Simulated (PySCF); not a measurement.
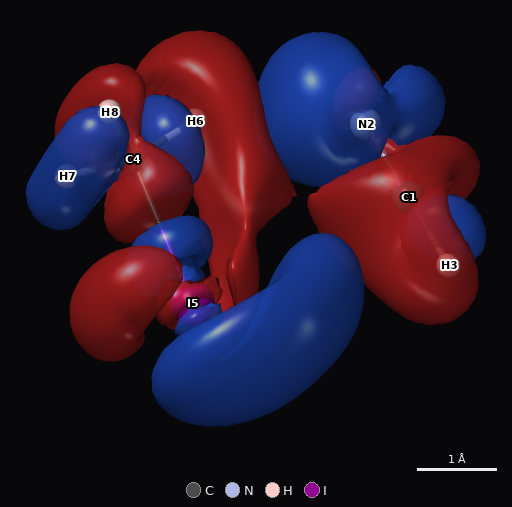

Figure 1: C₂H₄IN, SMILES `C#N.CI`. Density of the complex less the densities of the two fragments at the same geometry, ±0.0015 e/Å³ (blue: gain, red: loss). Fragment A: HCN (atoms 1–3); fragment B: H3CI.

Level of theory: BP86/def2-SVPD (PySCF), at a geometry from GFN2-xTB. Core potentials replace the inner electrons of I; spin–orbit coupling isn't included. GFN2-xTB bond lengths at metals and heavier atoms can be off by up to 0.1 Å and shapes distorted, which carries into these values.

Input

```python
import numpy as np
from pyscf import gto, scf, dft
from pyscf.scf import atom_ks, atom_hf
from scipy.linalg import block_diag
from pyscf.dispersion import dftd3

def solve(mol, dm0=None, hcore=None):
    mf = (dft.UKS if mol.spin else dft.RKS)(mol, xc='bp86')
    mf.grids.level = 3
    mf = mf.density_fit(auxbasis='def2-universal-jkfit')
    mf.conv_tol, mf.max_cycle = 1e-8, 80
    if hcore is not None:
        mf.get_hcore = lambda *args: hcore
    mf.kernel(dm0)
    if not mf.converged:
        mf = mf.newton().run(mf.mo_coeff, mf.mo_occ, max_cycle=30)
    assert mf.converged, 'SCF not converged'
    return mf

mol = gto.M(atom='''
C      2.75180    -0.77545     0.00603
N      3.02317     0.33043    -0.00950
H      2.49814    -1.80242     0.02090
C      0.02743     1.74882     0.00469
I     -0.76967    -0.23633    -0.00069
H      1.10856     1.67076     0.01786
H     -0.32604     2.25209    -0.89084
H     -0.32551     2.25184     0.89096
''', basis='def2-svpd', ecp={'I': 'def2-svpd'}, charge=0, spin=0, verbose=4)
mol_a = gto.M(atom='''
C      2.75180    -0.77545     0.00603
N      3.02317     0.33043    -0.00950
H      2.49814    -1.80242     0.02090
ghost-C      0.02743     1.74882     0.00469
ghost-I     -0.76967    -0.23633    -0.00069
ghost-H      1.10856     1.67076     0.01786
ghost-H     -0.32604     2.25209    -0.89084
ghost-H     -0.32551     2.25184     0.89096
''', basis='def2-svpd', charge=0, spin=0, verbose=4)
mol_b = gto.M(atom='''
ghost-C      2.75180    -0.77545     0.00603
ghost-N      3.02317     0.33043    -0.00950
ghost-H      2.49814    -1.80242     0.02090
C      0.02743     1.74882     0.00469
I     -0.76967    -0.23633    -0.00069
H      1.10856     1.67076     0.01786
H     -0.32604     2.25209    -0.89084
H     -0.32551     2.25184     0.89096
''', basis='def2-svpd', ecp={'I': 'def2-svpd'}, charge=0, spin=0, verbose=4)
ab, a, b = solve(mol), solve(mol_a), solve(mol_b)
e_int = ab.e_tot - a.e_tot - b.e_tot
print('counterpoise-corrected interaction energy / kcal/mol', e_int * 627.5095)
def disp(atoms, charge):
    m = gto.M(atom=atoms, charge=charge, basis='sto-3g', spin=None, unit='Bohr', verbose=0)
    return dftd3.DFTD3Dispersion(m, xc='bp86', version='d3bj').get_dispersion()['energy']
e_disp = disp(mol._atom, mol.charge) - disp(mol._atom[:3], mol_a.charge) - disp(mol._atom[3:], mol_b.charge)
print('D3(BJ) part / kcal/mol', e_disp * 627.5095)
# spherically averaged free atoms, for the promolecule
atom_ks.AtomSphAverageRKS.init_guess_by_vsap = lambda self, mol=None: self.init_guess_by_minao(mol)  # core potentials
atm = atom_ks.get_atm_nrks(mol, xc='bp86')
pro = block_diag(*[(atm[a[0]][2] * atm[a[0]][3]) @ atm[a[0]][2].T for a in mol._atom])
np.savez('result.npz', e_int=e_int, e_disp=e_disp, dm_a=a.make_rdm1(), dm_b=b.make_rdm1(), c=ab.mo_coeff, occ=ab.mo_occ, eps=ab.mo_energy, pro=pro, d=[f.dip_moment(verbose=0) for f in (ab, a, b)])
```

Run with:

```sh
OMP_NUM_THREADS=1 python input.py
```

The run took 100 s on 1 thread of Intel(R) Xeon(R) Processor @ 2.50GHz (Skylake/Cascade Lake) (shared host), peak memory 0.48 GiB.

Partitions, critical points and surface values were worked out afterwards from this run's density.

### Which way does charge flow?

Hirshfeld charges show almost no net transfer (under 0.005 e). By Hirshfeld charges, electrons gather most on N2 (−0.018 e) and leave H6 most (+0.014 e); 0.08 e is displaced in all, which induces a dipole of 0.20 D.

### What is the interaction energy, and which contacts carry it?

The counterpoise-corrected interaction energy of the frozen fragments is −0.5 kcal/mol without dispersion correction and −3.1 kcal/mol with D3(BJ). The pair geometry is semi-empirical, not a minimum at this level. Contacts: N2···H6, weak C–H hydrogen bond, 2.34 Å, ρ = 0.013 a.u.; C1···I5, 3.56 Å, ρ = 0.008 a.u. The pose is a local one from a semi-empirical search, not shown to be the most stable.
